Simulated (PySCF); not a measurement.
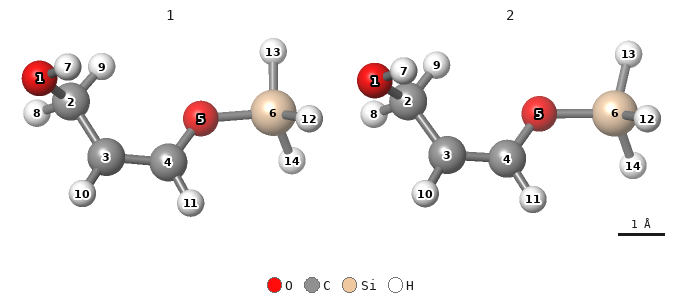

Two geometries of C3H8O2Si, drawn at one scale. One is the start of a relaxation, the other its converged end. A ball-and-stick model, seen from a free direction.

Method: PBE0-D3(BJ)/def2-SVP geometry optimisation, gas phase in PySCF 2.14.0, density-fitted response routines. 

**Which geometry has the lower energy?**

Structure 2 is the relaxed one. The start comes from GFN2-xTB. Its atoms were then displaced at random by about 0.01 Å. After 7 geometry steps the energy has fallen by 5.74 kcal/mol. H13 moves most after the best rigid fit: 0.36 Å. By element the largest moves are H 0.36 Å, O 0.14 Å, C 0.09 Å, Si 0.04 Å. Among the contacts that change: O5–Si6 1.630 → 1.678 Å, C3–C4 1.381 → 1.337 Å, Si6–H14 1.452 → 1.494 Å, C4–O5 1.322 → 1.354 Å. Bond angles that change, for instance: O5–Si6–H13 98.3° → 105.7°, C4–O5–Si6 131.7° → 125.7°, H13–Si6–H14 114.8° → 110.9°.
